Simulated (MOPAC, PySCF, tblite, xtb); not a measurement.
Intermolecular potential of C2H3N ··· H3O+ (SMILES CC#N and [OH3+]) (charge +1). Monomers: optimised at B3LYP-D3(BJ) (def2-TZVP), held rigid. Orientation: lowest of the rigid-body minima from ten starts at GFN2-xTB. R is the distance of the centres of mass, along which the second monomer moves.

Geometry at R = 3.74 Å (first 6 atoms: monomer A):
```
10

C     -0.4885     0.0009    -0.0056
C      0.9657    -0.0017     0.0111
N      2.1150    -0.0038     0.0244
H     -0.8574    -0.7542    -0.7000
H     -0.8759    -0.2182     0.9895
H     -0.8588     0.9771    -0.3194
O      4.5428     0.0868     0.0034
H      4.9329     0.2675     0.8853
H      3.5623     0.0533     0.0104
H      4.9556    -0.6752    -0.4566
```

- GFN2-xTB (tblite)
- PM7, restricted, heats of formation (MOPAC)
- RKS-M06-2X/6-31G* = restricted M06-2X/6-31G*, spherical d, no counterpoise correction (PySCF)
- GFN1-xTB (xtb)
- PM6, restricted, heats of formation (MOPAC)

Interaction energies in kcal/mol (negative: bound); R is the distance of the centres of mass, d the N3···H9 distance.

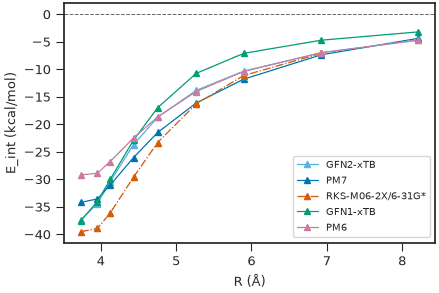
Fig. 1. Interaction energy against separation.

```json
[
 {"R / Å": "3.74", "d / Å": "1.45", "GFN2-xTB": "-37.39", "PM7": "-34.19", "RKS-M06-2X/6-31G*": "-39.51", "GFN1-xTB": "-37.49", "PM6": "-29.18"},
 {"R / Å": "3.96", "d / Å": "1.67", "GFN2-xTB": "-34.41", "PM7": "-33.55", "RKS-M06-2X/6-31G*": "-38.92", "GFN1-xTB": "-34.04", "PM6": "-28.89"},
 {"R / Å": "4.13", "d / Å": "1.84", "GFN2-xTB": "-30.43", "PM7": "-31.03", "RKS-M06-2X/6-31G*": "-36.12", "GFN1-xTB": "-30.01", "PM6": "-26.75"},
 {"R / Å": "4.44", "d / Å": "2.15", "GFN2-xTB": "-23.67", "PM7": "-26.03", "RKS-M06-2X/6-31G*": "-29.59", "GFN1-xTB": "-22.86", "PM6": "-22.45"},
 {"R / Å": "4.76", "d / Å": "2.47", "GFN2-xTB": "-18.69", "PM7": "-21.47", "RKS-M06-2X/6-31G*": "-23.30", "GFN1-xTB": "-16.96", "PM6": "-18.65"},
 {"R / Å": "5.27", "d / Å": "2.98", "GFN2-xTB": "-13.83", "PM7": "-16.12", "RKS-M06-2X/6-31G*": "-16.29", "GFN1-xTB": "-10.74", "PM6": "-14.04"},
 {"R / Å": "5.90", "d / Å": "3.61", "GFN2-xTB": "-10.31", "PM7": "-11.79", "RKS-M06-2X/6-31G*": "-11.13", "GFN1-xTB": "-7.09", "PM6": "-10.39"},
 {"R / Å": "6.93", "d / Å": "4.64", "GFN2-xTB": "-6.98", "PM7": "-7.36", "RKS-M06-2X/6-31G*": "-7.08", "GFN1-xTB": "-4.70", "PM6": "-6.97"},
 {"R / Å": "8.22", "d / Å": "5.93", "GFN2-xTB": "-4.71", "PM7": "-4.35", "RKS-M06-2X/6-31G*": "—", "GFN1-xTB": "-3.18", "PM6": "-4.66"}
]
```

Lowest grid point: GFN2-xTB -37.39 kcal/mol at R = 3.74 Å; PM7 -34.19 kcal/mol at R = 3.74 Å; RKS-M06-2X/6-31G* -39.51 kcal/mol at R = 3.74 Å; GFN1-xTB -37.49 kcal/mol at R = 3.74 Å; PM6 -29.18 kcal/mol at R = 3.74 Å.

Dashes: no converged value, or the column stops at the first point that the program doubted or that broke a chosen test of continuity, which isn't proof of a fault.
